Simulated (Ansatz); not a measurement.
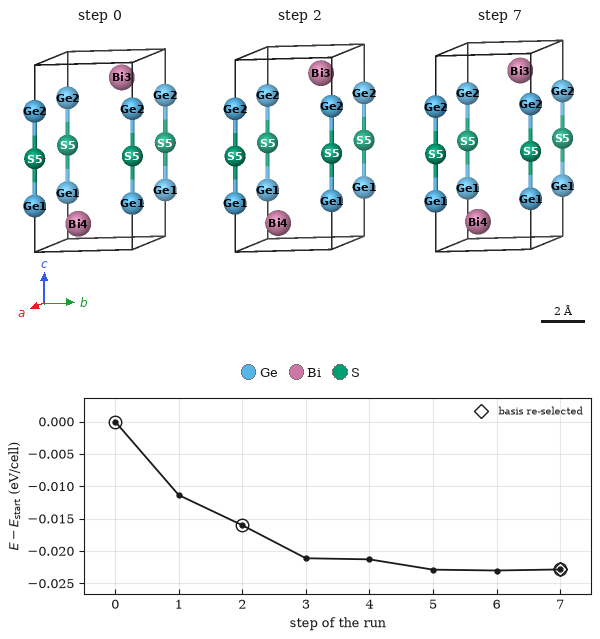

Frames of a relaxation of crystalline Ge2Bi2S (a generated structure, set up in P-3m1), marked on the history of the run. The picture is a ball-and-stick view of the cell of the calculation, seen slightly off an axis.

All numbers below come from Ansatz 0.2.0, DFT PBE, scalar-relativistic, plane waves, PAW. Set-up: plane-wave cutoff 420 eV; k-point mesh 12 × 12 × 4; occupations gaussian; smearing width 0.1 eV; no spin polarisation; cell and atoms relaxed; force threshold 0.01 eV/Å; at most 80 steps.

**What happens along the run?**

The largest moves relative to the cell, 0.11 Å, are those of Ge1 and Ge2. Ge2 goes along −c. Largest moves by element: Ge 0.11 Å, Bi 0.04 Å. S stays in place. Cell: a = b 4.650 → 4.521 Å (−2.8 %), c 8.844 → 9.257 Å (+4.7 %). Volume −1.1 %. The space group stays P-3m1 (No. 164). After 6 accepted moves (7 points after the start) the energy has fallen by 22.8 meV per cell of the calculation. Largest force component: 0.13 eV/Å at the start, 0.00068 eV/Å at the end. The pressure goes from 0.09 to 0.00 GPa. The SCF was repeated once at an unchanged geometry on a basis and grid sized afresh for the cell, which shifted the energy by 0.2 meV per cell of the calculation at most. Cost: 110 s on 1 thread of Intel(R) Xeon(R) 6975P-C (Granite Rapids), on a shared host, peak memory 0.67 GiB. From step 0 to 2: Ge atoms move most (0.06 Å), volume +0.2 %, energy −16.0 meV per cell of the calculation. From step 2 to 7: Ge atoms move most (0.04 Å), volume −1.2 %, energy −6.8 meV per cell of the calculation.

```
step  E − E(0), meV/atom  largest force component, eV/Å  pressure, GPa  volume, Å³/atom                      note
   0                0.00                         0.1258           0.09           33.124                          
   1               -2.27                         0.0614          -0.18           33.275                          
   2               -3.20                         0.0546          -0.17           33.182                          
   3               -4.22                         0.0407           0.24           32.465                          
   4               -4.26                         0.0108          -0.19           32.854                          
   5               -4.58                         0.0214           0.00           32.787                          
   6               -4.60                         0.0006           0.00           32.770                          
   7               -4.57                         0.0007           0.00           32.770  same geometry, new basis
```
